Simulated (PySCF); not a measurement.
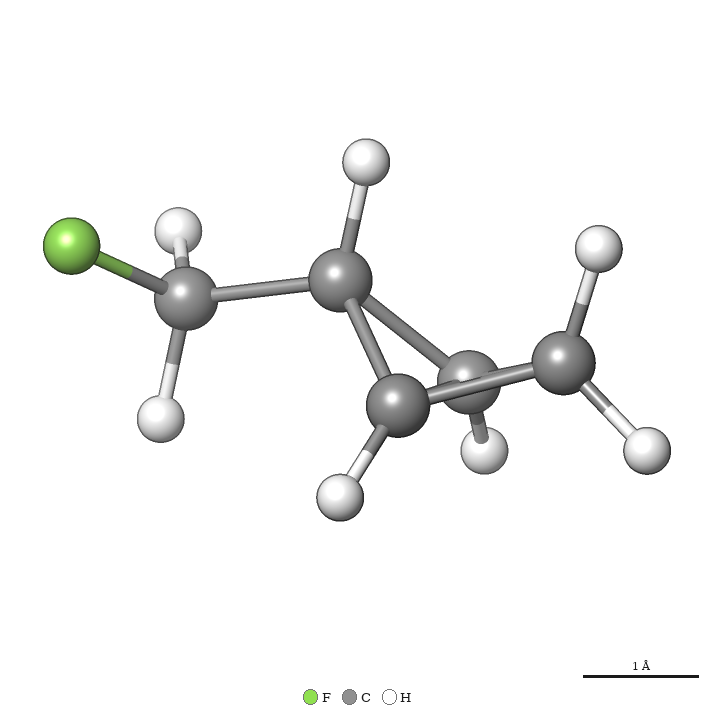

Ball-and-stick drawing of a structure. Every bond is drawn as one stick, whatever its order.

The geometry was computed by an optimisation with GFN2-xTB. No frequency run is at hand to confirm it as a minimum.

Description:

The molecule is C5H7F. SMILES: `FC[C@@H]1[C@H]2C[C@@H]12`. Independent rings (smallest set): 2 of 3 members. Among its groups: C–F bond. This geometry has C1 symmetry. Coordination, clear cases only: 1 C tetrahedral.

The parts below concern this one geometry. Atoms keep their numbers from picture to picture.

### Shape

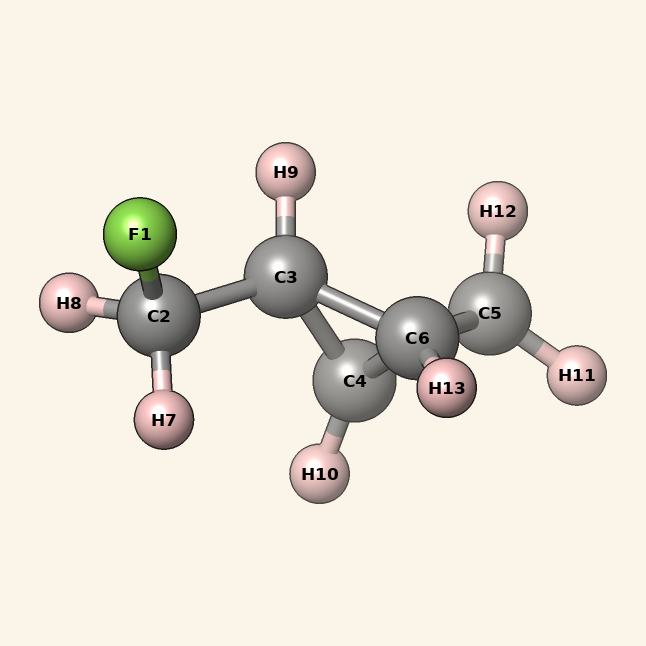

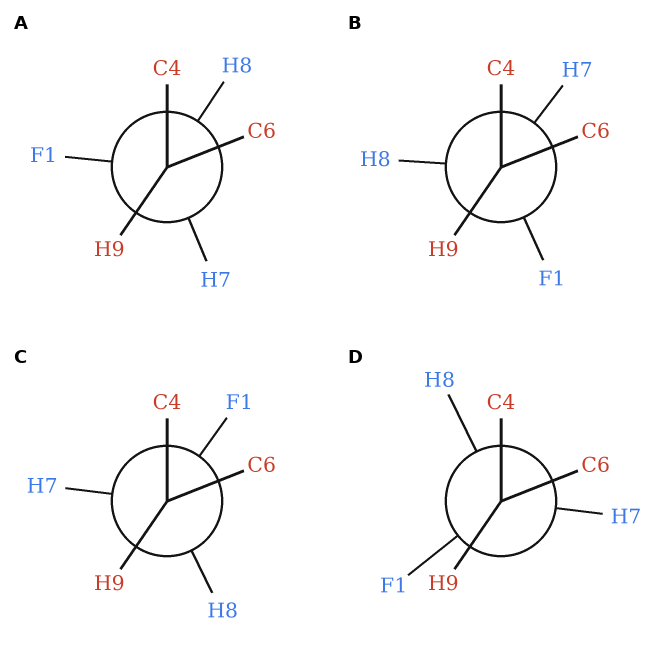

Atoms fade into the background with distance from the viewer. Bonds that would overlap in a projection are set slightly apart. No frequency run is at hand to confirm it as a minimum.

**Which Newman projection shows the view along C3–C2, with C3 in front?**

B. The torsion angle C4–C3–C2–F1 is 156°, antiperiplanar (anti).

### Spin–spin coupling

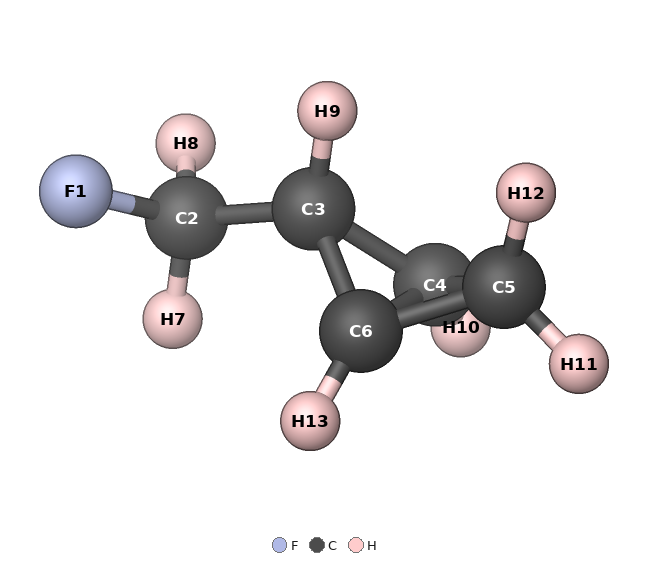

No frequency run is at hand to confirm it as a minimum. Method: B3LYP/pcJ-1 indirect spin-spin coupling, non-relativistic, gas phase (PySCF 2.14.0). Isotopes: 13C, 19F, 1H.

Give the spin–spin coupling constants of these pairs, with the number of bonds between them: F1/C2, F1/H8, F1/H7, F1/C3, F1/C4, F1/H9, F1/C6.

| pair | bonds apart | J (Hz) |
| --- | --- | --- |
| F1, C2 | 1 | −221.6 |
| F1, H8 | 2 | 55.3 |
| F1, H7 | 2 | 52.6 |
| F1, C3 | 2 | 23.8 |
| F1, C4 | 3 | 11.4 |
| F1, H9 | 3 | 5.2 |
| F1, C6 | 3 | 1.5 |

Density functionals are unreliable for couplings to fluorine, so those rows may be far off.

### NMR shielding

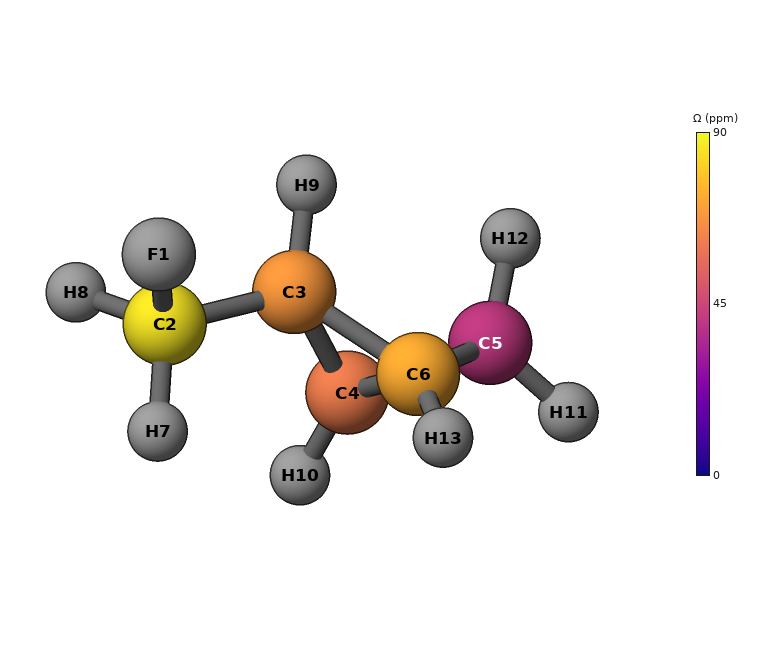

The C atoms are coloured by the span of their shielding tensor. No frequency run is at hand to confirm it as a minimum. Properties computed with GIAO PBE0/pcSseg-1 NMR shielding, non-relativistic, gas phase (PySCF 2.14.0). Principal shieldings σ11 ≤ σ22 ≤ σ33, span Ω = σ33 − σ11, skew κ = 3(σiso − σ22)/Ω.

**Which C atom has the most anisotropic shielding?**

C2, with a span of 86 ppm.

Give the shielding tensors of the C atoms.

```json
{"atom": "C2", "σ11": "63.8", "σ22": "86.1", "σ33": "149.9", "σiso": "99.9", "Ω": "86.1", "κ": "0.48"}
{"atom": "C3", "σ11": "116.4", "σ22": "129.2", "σ33": "184.9", "σiso": "143.5", "Ω": "68.5", "κ": "0.63"}
{"atom": "C4", "σ11": "148.4", "σ22": "197.7", "σ33": "210.3", "σiso": "185.5", "Ω": "61.9", "κ": "−0.59"}
{"atom": "C5", "σ11": "145.0", "σ22": "146.7", "σ33": "186.3", "σiso": "159.3", "Ω": "41.3", "κ": "0.91"}
{"atom": "C6", "σ11": "137.3", "σ22": "195.7", "σ33": "210.7", "σiso": "181.2", "Ω": "73.4", "κ": "−0.59"}
```

Shieldings and span in ppm.

### Electronic properties

No frequency run is at hand to confirm it as a minimum. Properties computed with CAM-B3LYP/def2-SVPD, gas phase (PySCF 2.14.0). Excitations: vertical, linear response.

Predict the main results.

- dipole moment: 2.22 D
- HOMO energy (Kohn–Sham orbital): −8.86 eV
- LUMO energy (Kohn–Sham orbital): 1.56 eV
- HOMO–LUMO gap: 10.42 eV
- mean static polarisability: 55.4 bohr³
- lowest vertical singlet excitation: 7.45 eV
- its oscillator strength: 0.007
- brightest of the 8 lowest singlets: 7.76 eV
- its oscillator strength: 0.08

### Charges

The questions are on IAO charges. No frequency run is at hand to confirm it as a minimum. Level of theory: PBE0/pcSseg-1, gas phase (PySCF 2.14.0).

List the IAO charges.

```json
{"atom": "F1", "value (e)": "−0.33"}
{"atom": "C2", "value (e)": "0.04"}
{"atom": "C3", "value (e)": "−0.13"}
{"atom": "C4", "value (e)": "−0.16"}
{"atom": "C5", "value (e)": "−0.27"}
{"atom": "C6", "value (e)": "−0.15"}
{"atom": "H7", "value (e)": "0.14"}
{"atom": "H8", "value (e)": "0.14"}
{"atom": "H9", "value (e)": "0.13"}
{"atom": "H10", "value (e)": "0.16"}
{"atom": "H11", "value (e)": "0.15"}
{"atom": "H12", "value (e)": "0.13"}
{"atom": "H13", "value (e)": "0.16"}
```
